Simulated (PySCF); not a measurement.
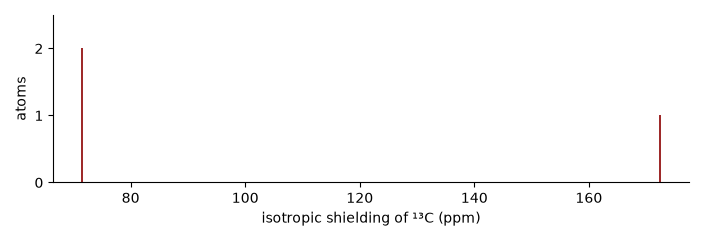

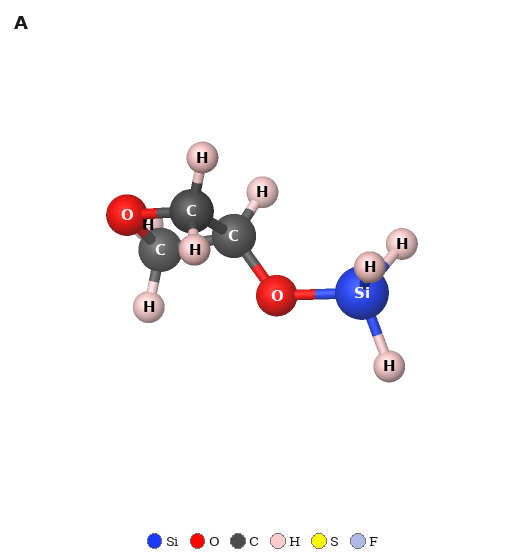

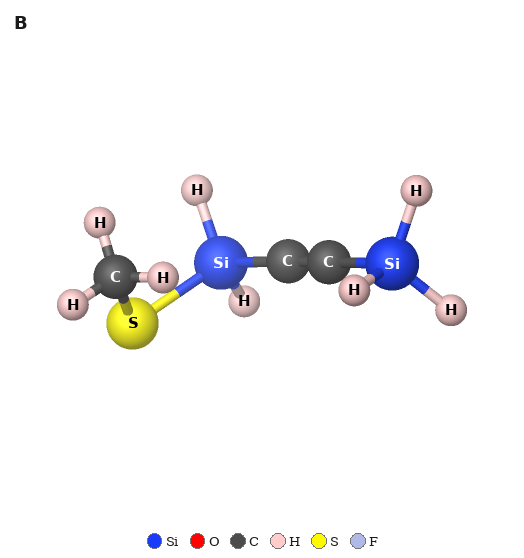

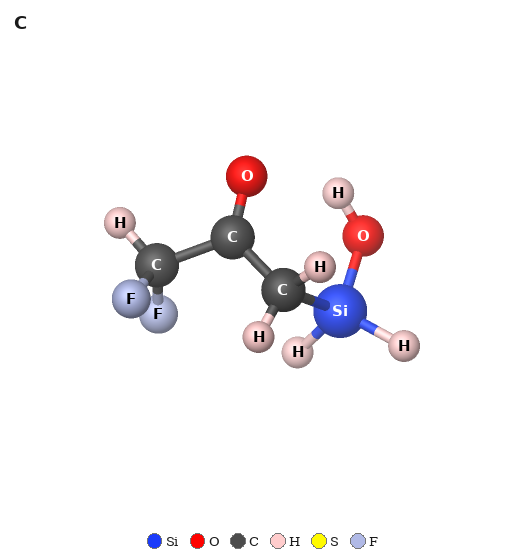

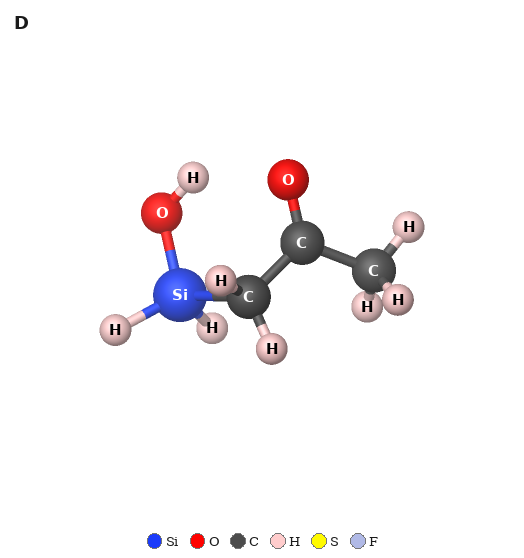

The sticks are computed shieldings of one of the molecules, for one fixed geometry (GFN2-xTB) without averaging over rotations. Low shielding means a high chemical shift. Method: GIAO PBE0/pcSseg-1 NMR shielding, non-relativistic, gas phase (PySCF 2.14.0).

Match the spectrum to a structure.

Answer. B, `CS[SiH2]C#C[SiH3]`. Its 3 C atoms give lines at 71.5 (2 atoms), 172.4 ppm.

The geometry is semi-empirical. Around Si such bond lengths and angles can be off by a tenth of an ångström or more and by several degrees, and values that hang on the shape move with them.
